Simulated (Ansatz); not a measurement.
# Single-point calculation, with input and output: CH3S2 (charge −1)

The run: single-point calculation of CH3S2, charge −1, SMILES [S-]CS. Method and program: RKS wB97M-V/def2-TZVPPD (Ansatz 0.2.0).

The geometry is a minimum found at another level. The geometry comes from this level: PBE0-D4/def2-TZVPD.

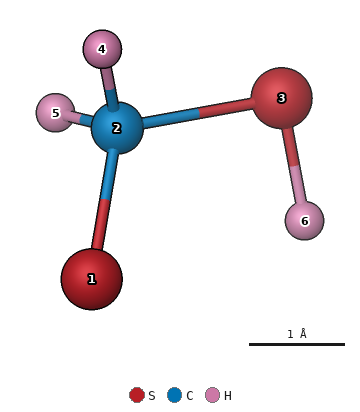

The structure as given in the input (ball-and-stick view, seen at a tilt; atoms are numbered from 1 in the order of the input). Bond lengths as drawn: C–H 1.09 to 1.10 Å, C–S 1.78 to 1.86 Å and H–S 1.34 Å.

## Summary

```csv
quantity,value
outcome,converged
total energy,−22757.0053 eV
SCF solution under orbital rotations,stable
hardware,"2 threads of AMD EPYC, 23 GiB of memory available, shared host"
wall time,5.5 s (CPU time 10 s)
peak memory,0.55 GiB
```

## The input
```yaml
crystal:
  periodic: [false, false, false]
  atoms:
    - {symbol: S, position_ang: [0.770487, 0.618086, -1.502327]}
    - {symbol: C, position_ang: [-0.399540, -0.012325, -0.315409]}
    - {symbol: S, position_ang: [0.333318, -0.661003, 1.269721]}
    - {symbol: H, position_ang: [-0.957190, -0.876909, -0.692827]}
    - {symbol: H, position_ang: [-1.123655, 0.747393, -0.011318]}
    - {symbol: H, position_ang: [1.376580, 0.184758, 1.252149]}
basis:
  gaussian: {orbitals: "def2-TZVPPD.json"}
total_charge: -1
hamiltonian: {xc: {name: wB97M-V}}
```

Launch command:
```bash
ansatz run in.yaml --threads 2 --pin off --events-out ev --progress --plain --max-ram 4352MiB
```

## What the program printed
```
Functional definition: wB97M-V
  name "wB97M-V"
  cite "Mardirossian & Head-Gordon, J. Chem. Phys. 144, 214110 (2016) doi:10.1063/1.4952647"
  cite "Becke, J. Chem. Phys. 107, 8554 (1997) doi:10.1063/1.475007"
  cite "Vydrov & Van Voorhis, J. Chem. Phys. 133, 244103 (2010) doi:10.1063/1.3521275"
  # Of w^i u^j: cxij and so on, Table III.
  parameter omega = 0.3/bohr
  parameter cx = 0.15
  parameter cx01 = 1.007
  parameter cx10 = 0.259
  parameter css00 = 0.443
  parameter css04 = -1.437
  parameter css10 = -4.535
  parameter css20 = -3.390
  parameter css43 = 4.278
  parameter cos00 = 1.000
  parameter cos10 = 1.358
  parameter cos20 = 2.924
  parameter cos21 = -8.812
  parameter cos60 = -1.390
  parameter cos61 = 9.142
  parameter b = 6.0
  parameter c = 0.01
  gx(w, u) = 1 - cx + cx01*u + cx10*w
  gss(w, u) = css00 + css04*u^4 + css10*w + css20*w^2 + css43*w^4*u^3
  gos(w, u) = cos00 + cos10*w + (cos20 + cos21*u)*w^2 + (cos60 + cos61*u)*w^6
  exchange = spin_sum(e_x_unif_sr(omega)*gx(b97_w, b97_u_x)) + cx*exact_x_sr(omega) + exact_x_lr(omega)
  correlation = spin_sum(e_c_pw_mod_same_spin*gss(b97_w, b97_u_same))
      + integral(e_c_pw_mod_opposite_spin*gos(b97_w_opposite, b97_u_opposite)) + vv10(b, c)
987 factors; their error is unknown
245 factors; integrals over basis functions are off by at most 3.6e-5 eV
mean field evaluation 1: about -22755.8234 eV, gradient 1.9e1 eV
mean field evaluation 2: about -22756.4207 eV, gradient 1.6e1 eV
mean field evaluation 4: about -22756.9815 eV, gradient 1.1e0 eV
mean field evaluation 8: about -22757.0050 eV, gradient 3.5e-1 eV
mean field evaluation 16: about -22757.0052 eV, gradient 6.2e-5 eV
mean field -22757.00523897 eV, -836.3045172800 hartree, gradient 6.3e-5 eV, S^2 0.000000; 0 other end points of the search recorded, 0 dependent functions left out
reference -22757.00530525 eV, -836.3045197157 hartree; 21, 21 occupied and 169, 169 virtual orbitals, 987 factors
Total energy: -22757.00530525 eV, -836.3045197157 hartree
```
